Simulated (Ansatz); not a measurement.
# CHClF radical (SMILES F[CH]Cl): single points off equilibrium

How do the functionals fare away from a minimum? The structure is a structure displaced at random from a GFN2-xTB minimum.

The runs use Ansatz 0.2.0, Gaussian basis; single points in def2-TZVPP.

Cores are frozen in the correlated methods. Orbitals are unrestricted.

### 1 The system as given

SMILES `F[CH]Cl`, 4 atoms, charge 0, spin multiplicity 2.

Atoms are counted from 1 here; the program's logs count them from 0.

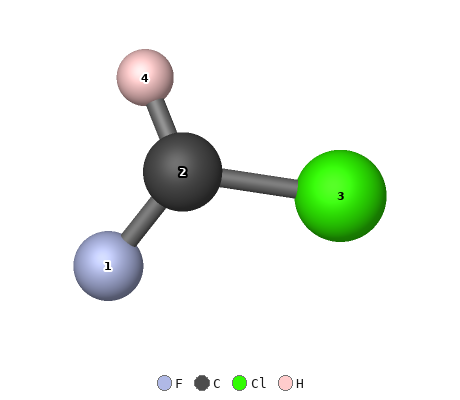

As it starts; fluorine light blue, carbon dark grey, chlorine green, hydrogen pink; atoms are numbered from 1 in the order of the file.

Coordinates:

```xyz
4
charge 0, multiplicity 2
F    -1.2464   -0.1500   -0.3026
C    -0.0568    0.1598    0.1546
Cl    0.9801   -1.1445    0.4634
H     0.3760    1.0654   -0.2648
```

### 2 CCSD(T)/def2-TZVPP

The input, run/in.yaml:

```yaml
crystal:
  periodic: [false, false, false]
  atoms:
    - {symbol: F, position_ang: [-1.246400, -0.150000, -0.302600]}
    - {symbol: C, position_ang: [-0.056800, 0.159800, 0.154600]}
    - {symbol: Cl, position_ang: [0.980100, -1.144500, 0.463400]}
    - {symbol: H, position_ang: [0.376000, 1.065400, -0.264800]}
basis:
  gaussian: {orbitals: def2-TZVPP}
magnetization: {spin_polarized: true, initial_magnetization: 1}
correlation: {method: ccsd_t}
scf: {omitted_lower_state_checks: [cluster_reference]}
output: {forces: true}
```

No record of the launch command was kept for these runs.

### 3 PBE0-D4/def2-TZVPP

Changes to run/in.yaml since step 2:

```diff
@@ -10,4 +10,3 @@
 magnetization: {spin_polarized: true, initial_magnetization: 1}
-correlation: {method: ccsd_t}
-scf: {omitted_lower_state_checks: [cluster_reference]}
-output: {forces: true}
+hamiltonian: {xc: pbe0, dispersion: d4}
+output: {forces: true, orbitals: {seedname: orbitals}}
```

### 4 wB97M-V/def2-TZVPP

Changes to run/in.yaml since step 3:

```diff
@@ -10,3 +10,3 @@
 magnetization: {spin_polarized: true, initial_magnetization: 1}
-hamiltonian: {xc: pbe0, dispersion: d4}
-output: {forces: true, orbitals: {seedname: orbitals}}
+hamiltonian: {xc: {name: wB97M-V}}
+output: {forces: true}
```

### 5 r2SCAN-D4/def2-TZVPP

Changes to run/in.yaml since step 4:

```diff
@@ -10,3 +10,3 @@
 magnetization: {spin_polarized: true, initial_magnetization: 1}
-hamiltonian: {xc: {name: wB97M-V}}
+hamiltonian: {xc: r2scan, dispersion: d4}
 output: {forces: true}
```

### 6 PBE-D4/def2-TZVPP

Changes to run/in.yaml since step 5:

```diff
@@ -10,3 +10,3 @@
 magnetization: {spin_polarized: true, initial_magnetization: 1}
-hamiltonian: {xc: r2scan, dispersion: d4}
+hamiltonian: {xc: pbe, dispersion: d4}
 output: {forces: true}
```

### 7 B97M-V/def2-TZVPP

Changes to run/in.yaml since step 6:

```diff
@@ -10,3 +10,3 @@
 magnetization: {spin_polarized: true, initial_magnetization: 1}
-hamiltonian: {xc: pbe, dispersion: d4}
+hamiltonian: {xc: {name: B97M-V}}
 output: {forces: true}
```

### 8 BLYP-D4/def2-TZVPP

Changes to run/in.yaml since step 7:

```diff
@@ -10,3 +10,3 @@
 magnetization: {spin_polarized: true, initial_magnetization: 1}
-hamiltonian: {xc: {name: B97M-V}}
+hamiltonian: {xc: {name: BLYP}, dispersion: d4}
 output: {forces: true}
```

(Steps that only read results are left out.)

Before running it: what results should come out? Wanted: energy less free atoms, CCSD(T)/def2-TZVPP; RMS force component; RMS force error; HOMO and LUMO, PBE0-D4; T1 diagnostic.

**Answer**, as computed:

| quantity | value |
| --- | --- |
| energy less free atoms, CCSD(T)/def2-TZVPP | -285.3 kcal/mol |
| RMS force component | 0.250 to 0.695 eV/Å over the methods |
| RMS force error | PBE0-D4 0.197, wB97M-V 0.092, r2SCAN-D4 0.049, PBE-D4 0.176, B97M-V 0.147, BLYP-D4 0.300 eV/Å |
| HOMO and LUMO, PBE0-D4 | -6.43 and -1.67 eV |
| T1 diagnostic | 0.015 |

Against CCSD(T) the functionals' energies less atoms differ by -29.8 to -12.7 kcal/mol, PBE-D4 by -29.8 kcal/mol. A larger basis would deepen the CCSD(T) value, while the functionals are nearly converged already, so the order here is not reliable. On forces the order runs from r2SCAN-D4 to BLYP-D4. Frozen-core CCSD(T) forces in triple zeta carry basis errors of their own, and this is one geometry, so small gaps rank nothing.
